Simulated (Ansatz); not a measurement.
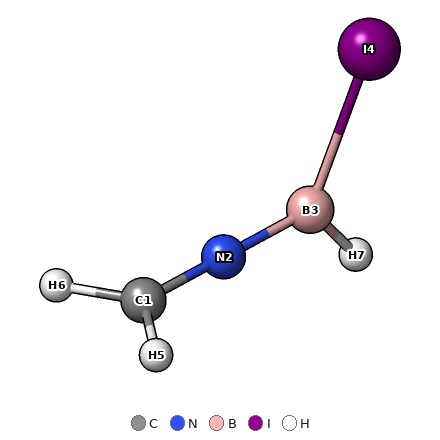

The system is CH₃BIN (SMILES C=NBI) with the probe H; the picture shows it without the atoms that are moved over the map. 
- The probe is moved over the molecule's main plane.
- The first coordinate is: x of the probe's H atom; the second: y of the probe's H atom.
- Nothing is relaxed (molecule and probe rigid).
- Grid: 11 × 11 points. At 12 points there is no value (left out of the scan, as a rule where atoms come close).
- All energies are given in kcal/mol relative to the lowest grid point.
- Energies and slopes of some neighbouring points disagree (a jump in structure or state, or too coarse a mesh).
- All numbers below come from UKS PBE-D4/def2-SVP (Ansatz 0.2.0).

Range: x of the probe's H atom from −4.80 to 4.80 Å; y of the probe's H atom from −4.80 to 4.80 Å.

What will the energy surface look like?

The lowest grid point is at x of the probe's H atom = −1.92 Å, y of the probe's H atom = 1.92 Å [nearest 1 C at 1.49 Å]. The highest grid point, x of the probe's H atom = 0.00 Å, y of the probe's H atom = −1.92 Å [nearest 1 H at 0.55 Å], lies 88.4 kcal/mol above the lowest.

```
y of the probe's H atom ↓, x of the probe's H atom →  −4.80  −3.84  −2.88  −1.92  −0.96  0.00  0.96  1.92  2.88  3.84  4.80
                                                4.80    3.4    3.3    3.3    3.3    3.3   3.3   3.2   3.2   3.2   3.3   3.3
                                                3.84    3.3    3.2    3.1    3.0    3.0   3.0   3.0   3.1   3.1   3.1   3.2
                                                2.88    3.2    3.2    3.8    3.6    3.1   2.8   3.2   4.6   3.9   3.3   3.0
                                                1.92    3.2    5.8   14.9    0.0    6.3   7.4  10.0  39.7  18.2   4.6   3.2
                                                0.96    3.5   12.5   79.7      –   35.1  17.8  68.0     –     –  10.6   3.7
                                                0.00    3.3    8.5   11.6      –      –     –     –     –     –  13.6   3.7
                                               −0.96    3.1    3.8    2.0   23.7   42.8     –     –  63.3  27.3   6.9   3.4
                                               −1.92    3.2    3.0    3.9    8.9   16.7  88.4     –  16.7   4.7   3.2   3.1
                                               −2.88    3.3    3.2    3.0    3.3    5.4   8.9   8.3   5.3   3.1   3.0   3.2
                                               −3.84    3.4    3.3    3.2    3.1    3.3   3.8   3.8   3.3   3.1   3.2   3.3
                                               −4.80    3.4    3.4    3.3    3.3    3.2   3.2   3.2   3.2   3.3   3.3   3.4
```

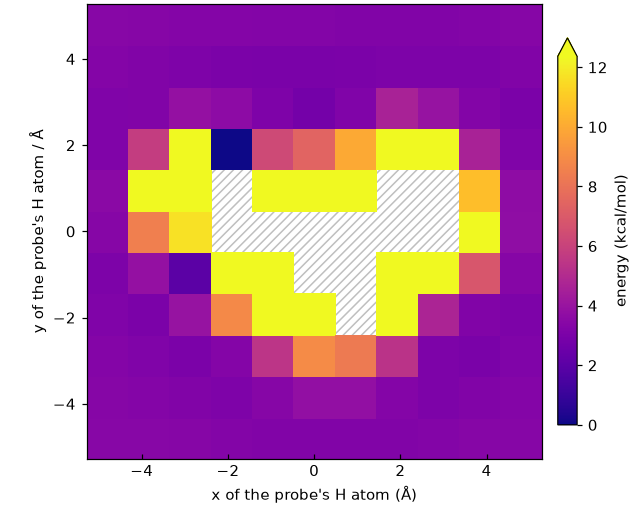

In the figure: one coloured cell a grid point, one colour for all values above the top of the scale, hatched blanks where no value was computed.

Each point was launched as `ansatz run input.yaml --threads 1 --pin off --max-ram 2560MiB --backend cpu --events-out ev --progress --plain --runs-dir out`. The whole map (109 points run) took 11 min on 1 thread of Arm Neoverse V2, with other jobs on the host.
